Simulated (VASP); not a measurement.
Band structure of Cr (bcc, AFM order). Method: MS2 meta-GGA, VASP's PBE PAW potentials (set 64) (plane waves; VASP).

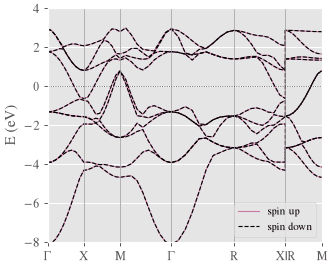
*Bands along high-symmetry lines, zero at the valence-band maximum or, without a gap, the Fermi level*

Task: Read the plot: is there a gap, and where are the band edges?

Result: It has no gap at this level: it comes out as a metal or semimetal.

The compound is Cr in the bcc, AFM order structure. It was relaxed first.
